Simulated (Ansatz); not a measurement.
System (SMILES): [GeH2] (GeH2) (closed-shell singlet).
Geometry (B3LYP-D3(BJ)/def2-TZVP, fixed):
```
Ge
H 1 1.5993
H 1 1.5993 2 90.65
```
Charge 0, spin multiplicity 1.

Basis-set convergence of the dipole moment at PBE0 with Ansatz (a first-principles code). Dipoles come from the density behind the forces; the sign is taken along the dipole that this method gives in the largest set. Cartesian d functions, on some or all atoms, in 3-21G, 6-31G; all else is spherical. The program fits the integrals of some runs and decomposes those of others, by size. No added dispersion term, no relativity. Reference: the value in aug-pcseg-3, 0.164 D. Deviations are taken from unrounded values.

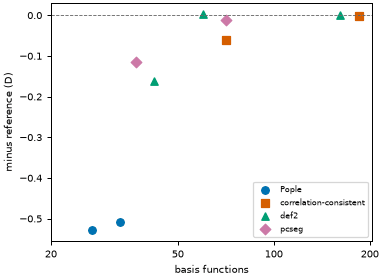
*Deviation from the reference against the number of basis functions, by family of sets.*

| basis | functions | dipole moment (D) | minus reference (D) |
|---|---|---|---|
| 3-21G | 27 | -0.365 | -0.529 |
| 6-31G | 33 | -0.345 | -0.509 |
| pcseg-1 | 37 | 0.049 | -0.115 |
| def2-SVP | 42 | 0.001 | -0.163 |
| def2-TZVP | 60 | 0.168 | 0.004 |
| cc-pVTZ | 71 | 0.103 | -0.061 |
| pcseg-2 | 71 | 0.152 | -0.012 |
| def2-QZVPPD | 161 | 0.164 | 0.000 |
| aug-cc-pVQZ | 185 | 0.163 | -0.002 |
